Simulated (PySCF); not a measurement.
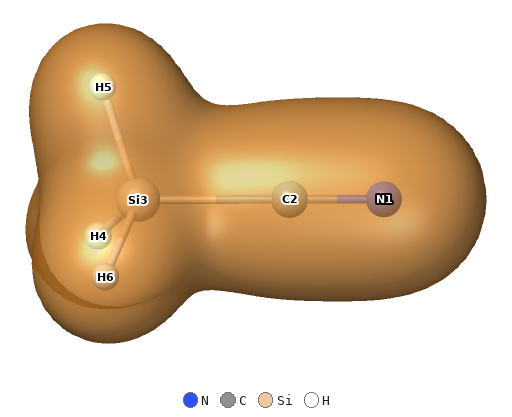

CH3NSi (silyl cyanide). Isosurface of the electron density at 0.1 e/Å³ (orange), seen across its widest extent.

Geometry: PBE0-D3(BJ)/def2-TZVP.

Theory: PBE0/pcSseg-2, SCF density, gas phase, non-relativistic (PySCF 2.14.0).

```xyz
6

N     2.4145    0.1256    0.0107
C     1.2646    0.0643    0.0017
Si   -0.5809   -0.0364   -0.0119
H    -0.9625   -1.0675   -1.0010
H    -1.0961    1.2956   -0.3953
H    -1.0153   -0.4116    1.3511
```

**Which contacts does the surface bridge?**

At this value the surface is in one piece. It bridges the sampled C–N (1.15 Å), C–Si (1.85 Å) and Si–H (1.48 Å) contacts, where the density stays above the isovalue. On the grid the lowest density along these lines, outside the cores, is 3.4 e/Å³ (C–N, 1.15 Å), 0.77 e/Å³ (C–Si, 1.85 Å) and 0.83 e/Å³ (Si–H, 1.48 Å).
